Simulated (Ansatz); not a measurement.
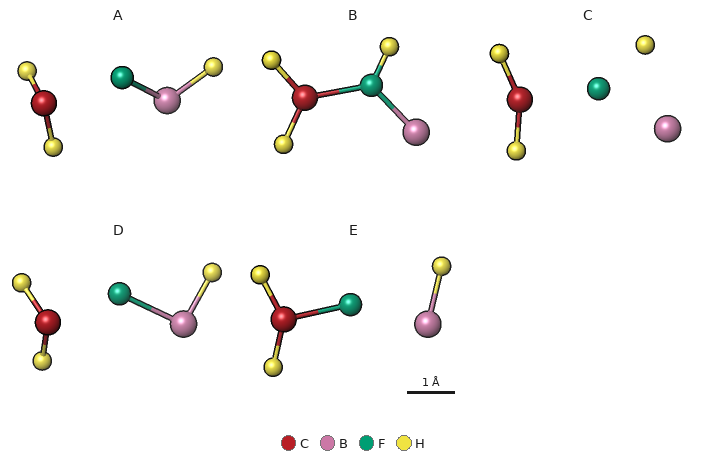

5 geometries from one relaxation of CH$_{3}$BF (charge −1), in shuffled order. The picture is a ball-and-stick view, seen face on.

It is one of the separated reactants of a reaction.

These are results of RKS PBE-D4/def2-SVPD in Ansatz, not measurements. Set-up: force threshold 0.03 eV/Å; at most 250 steps.

> Order the frames from highest to lowest energy.

B, C, E, D, A. They are steps 0, 3, 7, 11, 17, at +9.292 eV, +4.502 eV, +1.065 eV, +0.132 eV relative to the last. An H atom moves most after the best rigid fit: 1.35 Å. By element the largest moves are H 1.35 Å, B 0.79 Å, C 0.77 Å, F 0.60 Å. Near-neighbour distances that change, for instance: F–H 0.910 → 2.062 Å, B–H 1.935 → 1.274 Å, C–F 1.448 → 1.764 Å, B–F 1.405 → 1.497 Å. New bonds form: B–H (1.93 → 1.27 Å). Bonds break: F–H (0.91 → 2.06 Å). Bond angles that change, for instance: H–C–H 114.1° → 100.3°. After 17 geometry steps the energy has fallen by 9.292 eV. Largest force component: 6.6 eV/Å at the start, 0.0072 eV/Å at the end.
